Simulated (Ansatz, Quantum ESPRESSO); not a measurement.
# Ir(111), 5 layers against a metal electrode: the electrode's level over the Fermi level at a withheld member of a series

**Set-up.** Quantum ESPRESSO 7.5, PBE, GBRV ultrasoft. The slab is relaxed neutral, then held. ESM with bc3: vacuum below and a metal electrode about 6 Å above the top atoms. Cold smearing of 0.02 Ry. Charges are set per cell from the starting area. The slabs take the lattice constants of the bulk relaxed by the same program. The series steps the charge of the slab (positive: electrons removed).

```
charge of the slab  electrode's level over the Fermi level (eV)
     1 ×10¹³ e/cm²                                        6.311
     2 ×10¹³ e/cm²                                        7.110
     3 ×10¹³ e/cm²                                        7.914
   4.5 ×10¹³ e/cm²                                        9.127
     7 ×10¹³ e/cm²                                       11.166
     8 ×10¹³ e/cm²                                       11.987
```

**Question.** What is the electrode's level over the Fermi level at 6 ×10¹³ e/cm²?

**Worked estimate.** The rows at 4.5 ×10¹³ e/cm² and 7 ×10¹³ e/cm² give a slope of (11.166 − (9.127))/(7 − (4.5)) = 0.8156, so a straight line gives 10.350 eV. A parabola through these and the row at 3 ×10¹³ e/cm² gives 10.348 eV.

**The withheld run.** 10.348 eV. The line misses by +0.002 and the parabola by 0.000 eV. Both misses are under 5 % of the step from the nearer row.

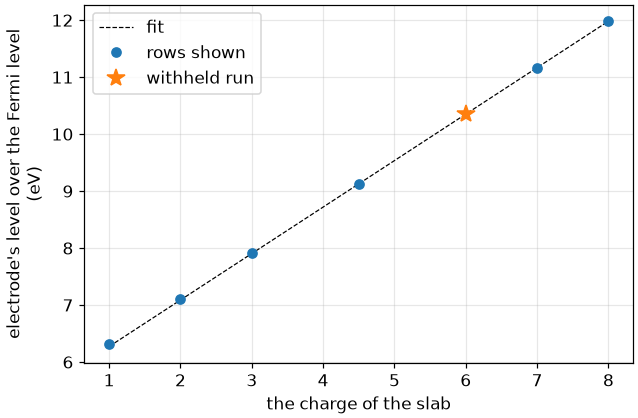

The rows shown, the fit and the withheld run.

Caveats: Vacuum fills the gap; ions don't answer the charge; added electrons can spill towards the electrode at the most negative charges. Charges count on the starting cell, which the relaxation changed by some per cent. Members without a usable value, or on the other side of zero field or charge, are not listed.

[Logs are printed without paths, hosts, clocks, repeated set-up lines and the standing remarks that a program may print on its own settings, such as how far it seeks lower states.]
